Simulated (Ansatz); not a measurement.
**The pair BrH···N₂: a pair, distance and turn**

How does the energy of the pair BrH···N₂ change over two coordinates at once? A grid of runs gives the map.

Computed with Ansatz 0.2.0. Level: RKS BHLYP-D4/def2-TZVPD.

**1. The starting structure**

4 atoms, charge 0, spin multiplicity 1.

Atoms are counted from 1 here; the program's logs count them from 0.

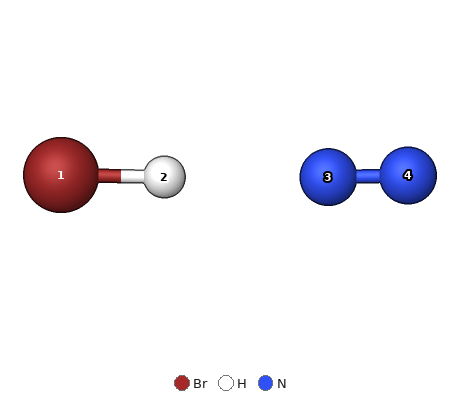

The starting geometry (bromine red, hydrogen white, nitrogen blue); atoms are numbered from 1 in the order of the file.

As a file:

```xyz
4

Br    0.0084    0.0582   -2.5016
H    -0.0022    0.0424   -1.0618
N    -0.0058   -0.0233    1.2272
N    -0.0003   -0.0773    2.3361
```

**2. Relaxing the molecule**

Input file input.yaml:

```yaml
crystal:
  periodic: [false, false, false]
  atoms:
    - { symbol: Br, position_ang: [0.008439, 0.058182, -2.501645] }
    - { symbol: H, position_ang: [-0.002219, 0.042416, -1.061761] }
    - { symbol: "N", position_ang: [-0.005803, -0.02334, 1.227246] }
    - { symbol: "N", position_ang: [-0.000316, -0.077258, 2.33606] }
basis:
  gaussian: { orbitals: def2-TZVPD }
hamiltonian:
  xc: { name: BHLYP }
  dispersion: d4
output:
  forces: true
relax:
  f_tol: 0.003
  max_steps: 120
```

Started as:

```
$ ansatz run input.yaml --threads 1 --pin off --max-ram 2560MiB --backend cpu --events-out ev --progress --plain --runs-dir out
```

Output (excerpt; [...] marks lines left out):

```text
Warning: RAYON_NUM_THREADS=1 ignored (pool sized by the plan → 1); use --threads N
[...]
Functional definition: BHLYP
[...]
933 factors; their error is unknown
[...]
mean field -73042.41245162 eV, -2684.2591476715 hartree, gradient 2.5e-5 eV, S^2 0.000000; 0 other end points of the search recorded, 0 dependent functions left out
[...]
reference -73042.41261093 eV, -2684.2591535262 hartree; 25, 25 occupied and 115, 115 virtual orbitals, 933 factors
relax step   1: F+E_penalty+E_count = -73042.45473777 eV  Δ(F+E_penalty+E_count) = +0.000e0 eV  max|allowed force component| = 5.197e0 eV/Å  Δτ_max = 0.0000 Å  (30 SCF iters, accepted)
[...]
relax step   3: F+E_penalty+E_count = -73042.55709777 eV  Δ(F+E_penalty+E_count) = -5.622e-3 eV  max|allowed force component| = 1.687e-1 eV/Å  Δτ_max = 0.0696 Å  (36 SCF iters, accepted)
[...]
relax step   5: F+E_penalty+E_count = -73042.55720827 eV  Δ(F+E_penalty+E_count) = -1.105e-4 eV  max|allowed force component| = 1.929e-1 eV/Å  Δτ_max = 0.0280 Å  (36 SCF iters, accepted)
[...]
relax step   7: F+E_penalty+E_count = -73042.55732655 eV  Δ(F+E_penalty+E_count) = -6.989e-6 eV  max|allowed force component| = 4.532e-4 eV/Å  Δτ_max = 0.0040 Å  (35 SCF iters, accepted)
[...]
relax step   9: F+E_penalty+E_count = -73042.55733146 eV  Δ(F+E_penalty+E_count) = -7.658e-7 eV  max|allowed force component| = 5.794e-3 eV/Å  Δτ_max = 0.0014 Å  (36 SCF iters, accepted)
[...]
relax step  10: F+E_penalty+E_count = -73042.55733183 eV  Δ(F+E_penalty+E_count) = -3.712e-7 eV  max|allowed force component| = 5.126e-4 eV/Å  Δτ_max = 0.0020 Å  (36 SCF iters, accepted)
933 factors; their error is unknown
[...]
mean field -73042.51803889 eV, -2684.2630279323 hartree, gradient 1.8e-5 eV, S^2 0.000000; 1 other end points of the search recorded, 0 dependent functions left out
[...]
reference -73042.51819834 eV, -2684.2630337918 hartree; 25, 25 occupied and 115, 115 virtual orbitals, 933 factors
Total energy: -73042.55749127 eV, -2684.2644777806 hartree
Atom 0 at     0.004808     0.071372    -2.564901 Å, force    -0.000002    -0.000000     0.000181 eV/Å
Atom 1 at     0.002139     0.032154    -1.151873 Å, force     0.000003    -0.000005    -0.000150 eV/Å
Atom 2 at    -0.002427    -0.036758     1.320054 Å, force    -0.000002     0.000022    -0.000513 eV/Å
Atom 3 at    -0.004419    -0.066768     2.396620 Å, force     0.000000    -0.000017     0.000482 eV/Å
Dipole moment:    -0.000477    -0.007056     0.253951 e Å
```

Wall time 50 s (1 thread of Arm Neoverse V2, shared host); peak memory 0.26 GiB.

The steps of the relaxation:

| step | energy from step 1 (eV) | largest force component (eV/Å) |
| --- | --- | --- |
| 1 | 0.0000 | 5.1974 |
| 2 | -0.0967 | 1.2804 |
| 3 | -0.1024 | 0.1687 |
| 4 | -0.1014 | 0.5674 |
| 5 | -0.1025 | 0.1929 |
| 6 | -0.1026 | 0.0034 |
| 7 | -0.1026 | 0.0005 |
| 8 | -0.1026 | 0.0115 |
| 9 | -0.1026 | 0.0058 |
| 10 | -0.1026 | 0.0005 |

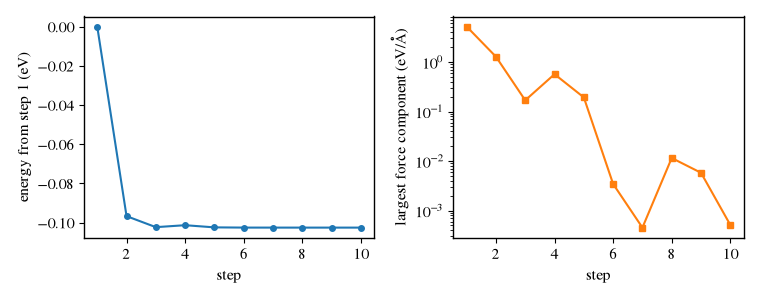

Energy and force, step by step.

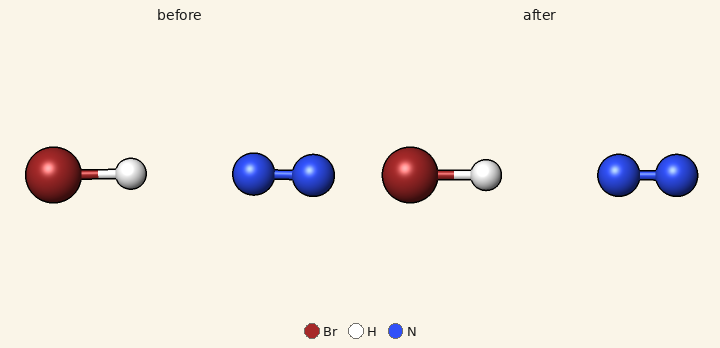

Before and after, at one scale.

Bond lengths before and after, largest changes first:

```csv
bond,before (Å),after (Å),change (Å)
N3–N4,1.110,1.077,-0.033
Br1–H2,1.440,1.414,-0.026
```

**3. Reference: N₂ by itself**

Input file input.yaml:

```yaml
crystal:
  periodic: [false, false, false]
  atoms:
    - { symbol: "N", position_ang: [-0.002427, -0.036758, 1.320054] }
    - { symbol: "N", position_ang: [-0.004419, -0.066768, 2.39662] }
basis:
  gaussian: { orbitals: def2-TZVPD }
hamiltonian:
  xc: { name: BHLYP }
  dispersion: d4
output:
  forces: true
```

Started as:

```
$ ansatz run input.yaml --threads 1 --pin off --max-ram 2560MiB --backend cpu --events-out ev --progress --plain --runs-dir out
```

Output:

```text
Warning: RAYON_NUM_THREADS=1 ignored (pool sized by the plan → 1); use --threads N
Engine: ansatz 0.2.0, aarch64-unknown-linux-gnu
[... 1 set-up line as earlier in the session ...]
  parameter a = 0.5
  exchange = (1 - a)*b88_x + a*exact_x
  correlation = lyp_c
386 factors; their error is unknown
mean field evaluation 1: about -2979.3676 eV, gradient 1.8e1 eV
mean field evaluation 2: about -2979.8194 eV, gradient 9.1e0 eV
mean field evaluation 4: about -2979.9681 eV, gradient 6.1e-2 eV
mean field evaluation 8: about -2980.0020 eV, gradient 2.5e-3 eV
mean field -2980.00202121 eV, -109.5130543615 hartree, gradient 1.1e-5 eV, S^2 0.000000; 0 other end points of the search recorded, 0 dependent functions left out
the calculation of the forces begins
reference -2980.00211705 eV, -109.5130578836 hartree; 7, 7 occupied and 67, 67 virtual orbitals, 386 factors
Total energy: -2980.01260384 eV, -109.5134432662 hartree
Atom 0 at    -0.002427    -0.036758     1.320054 Å, force     0.000133     0.002000    -0.071746 eV/Å
Atom 1 at    -0.004419    -0.066768     2.396620 Å, force    -0.000133    -0.002000     0.071746 eV/Å
Dipole moment:    -0.000000     0.000000    -0.000000 e Å
```

Run time: 0.6 s. Hardware: 1 thread of Arm Neoverse V2, shared host; peak memory 0.1 GiB.

**4. Reference: HBr by itself**

Input file input.yaml:

```yaml
crystal:
  periodic: [false, false, false]
  atoms:
    - { symbol: Br, position_ang: [0.004808, 0.071372, -2.564901] }
    - { symbol: H, position_ang: [0.002139, 0.032154, -1.151873] }
basis:
  gaussian: { orbitals: def2-TZVPD }
hamiltonian:
  xc: { name: BHLYP }
  dispersion: d4
output:
  forces: true
```

Started as:

```
$ ansatz run input.yaml --threads 1 --pin off --max-ram 2560MiB --backend cpu --events-out ev --progress --plain --runs-dir out
```

Output:

```text
Warning: RAYON_NUM_THREADS=1 ignored (pool sized by the plan → 1); use --threads N
[... 5 set-up lines as earlier in the session ...]
547 factors; their error is unknown
mean field evaluation 1: about -70061.6819 eV, gradient 6.5e0 eV
mean field evaluation 2: about -70061.7962 eV, gradient 4.1e0 eV
mean field evaluation 4: about -70061.8370 eV, gradient 1.4e-1 eV
mean field evaluation 8: about -70062.4851 eV, gradient 1.2e-1 eV
mean field -70062.48512832 eV, -2574.7488384075 hartree, gradient 1.5e-5 eV, S^2 0.000000; 0 other end points of the search recorded, 0 dependent functions left out
the calculation of the forces begins
reference -70062.48524833 eV, -2574.7488428180 hartree; 18, 18 occupied and 48, 48 virtual orbitals, 547 factors
Total energy: -70062.49310458 eV, -2574.7491315297 hartree
Atom 0 at     0.004808     0.071372    -2.564901 Å, force    -0.000040    -0.000593     0.021376 eV/Å
Atom 1 at     0.002139     0.032154    -1.151873 Å, force     0.000040     0.000593    -0.021376 eV/Å
Dipole moment:    -0.000349    -0.005126     0.184680 e Å
```

It took 0.99 s on 1 thread of Arm Neoverse V2, shared host; peak memory 0.12 GiB.

**5. The grid**

First coordinate, distance N3···Br1: 11 values from 3.265 to 4.665 Å. Second coordinate, turn of Br1, H2 about its own atom Br1: 10 values from −180 to 144 °, periodic.

Nothing else is relaxed (both partners rigid). Energies count from the two partners far apart, frozen as in the relaxed pair, each in its own basis (no counterpoise correction). Points are written as (first, second).

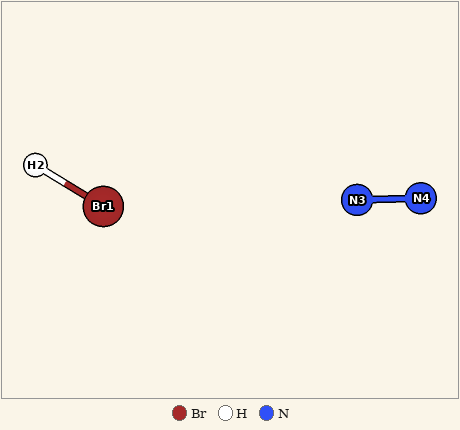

The geometry at (4.289 Å, −144°).

Below, 2 of the grid's runs; all are launched alike.

**6. Point (4.289 Å, −144°)**

Input file input.yaml:

```yaml
crystal:
  periodic: [false, false, false]
  atoms:
    - { symbol: Br, position_ang: [0.005557, 0.082572, -2.967278] }
    - { symbol: H, position_ang: [-0.23211, 0.90952, -4.088823] }
    - { symbol: "N", position_ang: [-0.002427, -0.036758, 1.320054] }
    - { symbol: "N", position_ang: [-0.004419, -0.066768, 2.39662] }
basis:
  gaussian: { orbitals: def2-TZVPD }
hamiltonian:
  xc: { name: BHLYP }
  dispersion: d4
output:
  forces: true
```

Started as:

```
$ ansatz run input.yaml --threads 1 --pin off --max-ram 2560MiB --backend cpu --events-out ev --progress --plain --runs-dir out
```

Output (excerpt; [...] marks lines left out):

```text
Warning: RAYON_NUM_THREADS=1 ignored (pool sized by the plan → 1); use --threads N
[...]
[... 1 set-up line as earlier in the session ...]
[...]
933 factors; their error is unknown
[...]
mean field -73042.48726839 eV, -2684.2618971373 hartree, gradient 2.1e-5 eV, S^2 0.000000; 0 other end points of the search recorded, 0 dependent functions left out
[...]
reference -73042.48743884 eV, -2684.2619034012 hartree; 25, 25 occupied and 115, 115 virtual orbitals, 933 factors
Total energy: -73042.51724709 eV, -2684.2629988342 hartree
Atom 0 at     0.005557     0.082572    -2.967278 Å, force    -0.006294     0.020854     0.001080 eV/Å
Atom 1 at    -0.232110     0.909520    -4.088823 Å, force     0.005264    -0.017894     0.012482 eV/Å
Atom 2 at    -0.002427    -0.036758     1.320054 Å, force     0.002434    -0.005276    -0.082416 eV/Å
Atom 3 at    -0.004419    -0.066768     2.396620 Å, force    -0.001404     0.002316     0.068854 eV/Å
Dipole moment:    -0.031489     0.109292    -0.140630 e Å
```

Wall time 4 s (1 thread of Arm Neoverse V2, shared host); peak memory 0.25 GiB.

That is −93 cm⁻¹ from the zero.

**7. The run at (3.949 Å, 0°)**

Input file input.yaml:

```yaml
crystal:
  periodic: [false, false, false]
  atoms:
    - { symbol: Br, position_ang: [0.004924, 0.073112, -2.627411] }
    - { symbol: H, position_ang: [0.002256, 0.033894, -1.214383] }
    - { symbol: "N", position_ang: [-0.002427, -0.036758, 1.320054] }
    - { symbol: "N", position_ang: [-0.004419, -0.066768, 2.39662] }
basis:
  gaussian: { orbitals: def2-TZVPD }
hamiltonian:
  xc: { name: BHLYP }
  dispersion: d4
output:
  forces: true
```

Started as:

```
$ ansatz run input.yaml --threads 1 --pin off --max-ram 2560MiB --backend cpu --events-out ev --progress --plain --runs-dir out
```

Output (excerpt; [...] marks lines left out):

```text
Warning: RAYON_NUM_THREADS=1 ignored (pool sized by the plan → 1); use --threads N
[...]
[... 1 set-up line as earlier in the session ...]
[...]
933 factors; their error is unknown
[...]
mean field -73042.51878891 eV, -2684.2630554949 hartree, gradient 2.3e-5 eV, S^2 0.000000; 0 other end points of the search recorded, 0 dependent functions left out
[...]
reference -73042.51894883 eV, -2684.2630613718 hartree; 25, 25 occupied and 115, 115 virtual orbitals, 933 factors
Total energy: -73042.55705289 eV, -2684.2644616701 hartree
Atom 0 at     0.004924     0.073112    -2.627411 Å, force    -0.000012    -0.000155     0.005709 eV/Å
Atom 1 at     0.002256     0.033894    -1.214383 Å, force    -0.000011    -0.000220     0.007595 eV/Å
Atom 2 at    -0.002427    -0.036758     1.320054 Å, force     0.000032     0.000516    -0.018286 eV/Å
Atom 3 at    -0.004419    -0.066768     2.396620 Å, force    -0.000008    -0.000142     0.004982 eV/Å
Dipole moment:    -0.000466    -0.006892     0.248067 e Å
```

Run time: 4.6 s. Hardware: 1 thread of Arm Neoverse V2, shared host; peak memory 0.25 GiB.

That is −414 cm⁻¹ from the zero.

**8. The map**

86 points were computed, 24 more follow by symmetry. Energies in cm⁻¹, from the two partners far apart, frozen as in the relaxed pair, each in its own basis (no counterpoise correction):

| turn of Br1, H2 about its own atom Br1 (°) ↓, distance N3···Br1 (Å) → | 3.265 | 3.320 | 3.412 | 3.524 | 3.653 | 3.795 | 3.949 | 4.114 | 4.289 | 4.473 | 4.665 |
| --- | --- | --- | --- | --- | --- | --- | --- | --- | --- | --- | --- |
| 144 | 12 | −37 | −94 | −132 | −148 | −146 | −132 | −113 | −93 | −75 | −59 |
| 108 | 389 | 291 | 167 | 67 | −1 | −39 | −55 | −57 | −50 | −42 | −33 |
| 72 | 360 | 262 | 140 | 41 | −26 | −62 | −76 | −75 | −67 | −56 | −46 |
| 36 | 398 | 247 | 60 | −84 | −175 | −217 | −223 | −207 | −181 | −152 | −125 |
| 0 | 675 | 408 | 78 | −179 | −338 | −408 | −414 | −382 | −331 | −276 | −225 |
| −36 | 398 | 247 | 60 | −84 | −175 | −217 | −223 | −207 | −181 | −152 | −125 |
| −72 | 360 | 262 | 140 | 41 | −26 | −62 | −76 | −75 | −67 | −56 | −46 |
| −108 | 389 | 291 | 167 | 67 | −1 | −39 | −55 | −57 | −50 | −42 | −33 |
| −144 | 12 | −37 | −94 | −132 | −148 | −146 | −132 | −113 | −93 | −75 | −59 |
| −180 | −254 | −269 | −279 | −273 | −252 | −222 | −188 | −154 | −124 | −99 | −79 |

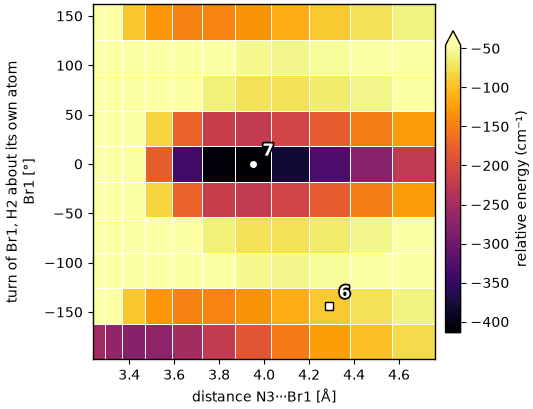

The map; numbers mark the steps of this session that print a point's run. Drawn: one coloured cell a grid point, one colour for all values above the top of the scale.

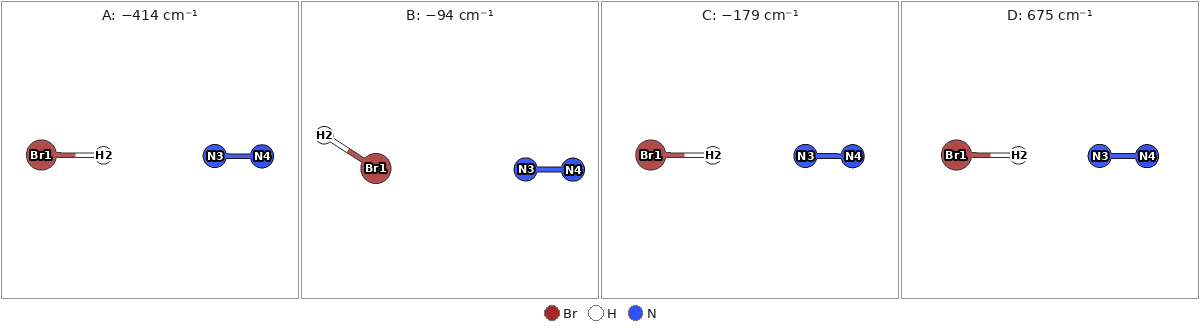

Structures on the grid, at one scale: A at (3.949 Å, 0°); B at (3.412 Å, −144°); C at (3.524 Å, 0°); D at (3.265 Å, 0°).

On the same grid, largest force on an atom (eV/Å):

```
turn of Br1, H2 about its own atom Br1 (°) ↓, distance N3···Br1 (Å) →  3.265  3.320  3.412  3.524  3.653  3.795  3.949  4.114  4.289  4.473  4.665
                                                                  144   0.14   0.11   0.08   0.07   0.07   0.08   0.08   0.08   0.08   0.08   0.08
                                                                  108   0.23   0.19   0.13   0.10   0.09   0.09   0.08   0.08   0.08   0.08   0.08
                                                                   72   0.25   0.21   0.15   0.09   0.09   0.08   0.08   0.08   0.08   0.08   0.08
                                                                   36   0.32   0.25   0.16   0.09   0.07   0.05   0.07   0.07   0.08   0.08   0.08
                                                                    0   0.73   0.59   0.41   0.25   0.12   0.03   0.02   0.05   0.06   0.07   0.07
                                                                  −36   0.32   0.25   0.16   0.09   0.07   0.05   0.07   0.07   0.08   0.08   0.08
                                                                  −72   0.25   0.21   0.15   0.09   0.09   0.08   0.08   0.08   0.08   0.08   0.08
                                                                 −108   0.23   0.19   0.13   0.10   0.09   0.09   0.08   0.08   0.08   0.08   0.08
                                                                 −144   0.14   0.11   0.08   0.07   0.07   0.08   0.08   0.08   0.08   0.08   0.08
                                                                 −180   0.05   0.04   0.04   0.06   0.07   0.08   0.08   0.08   0.08   0.08   0.08
```

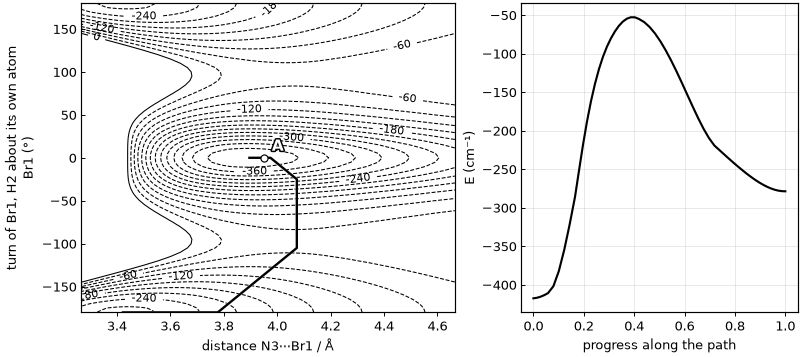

The easiest path on the interpolated surface, from its minimum near A. Drawn: contour lines labelled in cm⁻¹, a line along the lowest path, the energy along the path at the right. Between grid points the surface is interpolated.

**9. Summary of results**

| quantity | value |
| --- | --- |
| lowest point | (3.949 Å, 0°), −414 cm⁻¹ |
| highest computed point | (3.265 Å, 0°), 1089 cm⁻¹ above the lowest |
| largest force on an atom (eV/Å) | 0.02 at (3.949 Å, 0°) to 0.73 at (3.265 Å, 0°); 0.02 at the lowest point |
| time for the whole task | 7.5 min on 1 thread, shared host |

The lowest computed point is at (3.949 Å, 0°), −414 cm⁻¹ from the two partners far apart, frozen as in the relaxed pair, each in its own basis (no counterpoise correction). The grid is coarse, so the true minimum lies between grid points and may sit elsewhere than the lowest one. A higher local minimum lies near (3.412 Å, −180°) (136 cm⁻¹ above the lowest at that grid point). The highest computed point, (3.265 Å, 0°), lies 1089 cm⁻¹ above the lowest. On the interpolated surface the easiest way out of the lowest well to the well at (3.412 Å, −180°) passes a barrier of about 360 cm⁻¹. Round the minimum the two coordinates are nearly uncoupled. Without a counterpoise correction the wells come out somewhat too deep.
